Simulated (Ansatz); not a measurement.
# ScCl3, pressure series

Start from ScCl3 (space group R-3, No. 148; a = 6.3474 Å, c = 17.5805 Å (hexagonal axes); layered, stacked along the Cartesian z axis).

Cell and atoms are relaxed at each pressure.

Computed with Kohn–Sham DFT with the r2SCAN+rVV10 functional, run in Ansatz (a quantum-chemistry and plane-wave program) with PAW and 500 eV plane waves, without spin-orbit coupling.

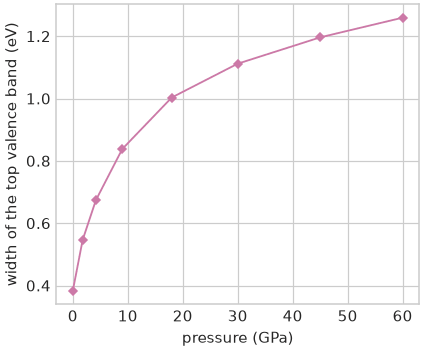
Fig. 1. Width of the top valence band against pressure

```json
[
 {"pressure (GPa)": "1.8", "width of the top valence band": "0.55 eV"},
 {"pressure (GPa)": "4.2", "width of the top valence band": "0.67 eV"},
 {"pressure (GPa)": "9", "width of the top valence band": "0.84 eV"},
 {"pressure (GPa)": "18", "width of the top valence band": "1.00 eV"},
 {"pressure (GPa)": "30", "width of the top valence band": "1.11 eV"},
 {"pressure (GPa)": "45", "width of the top valence band": "1.20 eV"},
 {"pressure (GPa)": "60", "width of the top valence band": "1.26 eV"}
]
```

The levels and masses belong to the bands next to the band gap. Load acts through the strain it causes; cell and atoms are relaxed under it. No phonon test of stability was made. No other phases were tried under pressure. All final runs are without spin polarisation.
